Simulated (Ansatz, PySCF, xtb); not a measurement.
N2 (SMILES N#N) and CH6Si (SMILES C[SiH3]) are pulled apart as rigid monomers along the line of their centres of mass, from the B3LYP-D3(BJ)/def2-TZVP minimum. Starting geometry (charge 0, multiplicity 1):
```xyz
10

N      1.20011    -0.04338     0.93902
N      0.82041     0.05479    -0.07873
C      0.86255    -0.20799     4.69388
Si    -0.80826     0.11003     3.90469
H      1.64090    -0.28096     3.93311
H      0.85257    -1.14033     5.26141
H      1.12912     0.60025     5.37734
H     -0.79315     1.37732     3.13397
H     -1.86567     0.20999     4.94064
H     -1.17018    -0.99013     2.97791
```

Interaction energies with rigid monomers; basis-set methods are counterpoise corrected unless marked otherwise.

Rows in 6-31G* carry no dispersion term and start afresh at each structure (6-31G* with six Cartesian d functions).

Programs: Ansatz (a first-principles code) with Gaussian orbitals; PySCF for 6-31G* rows, the dispersion terms; xtb for the GFN methods. 

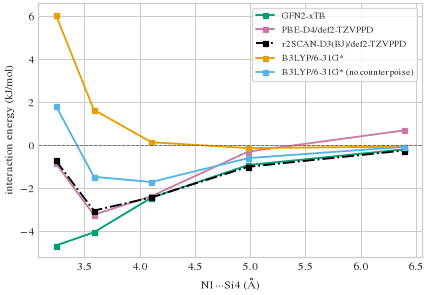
Figure: Interaction energy against separation

Which level binds most strongly at N1···Si4 = 3.59, and by how much?

GFN2-xTB, -4 kJ/mol.
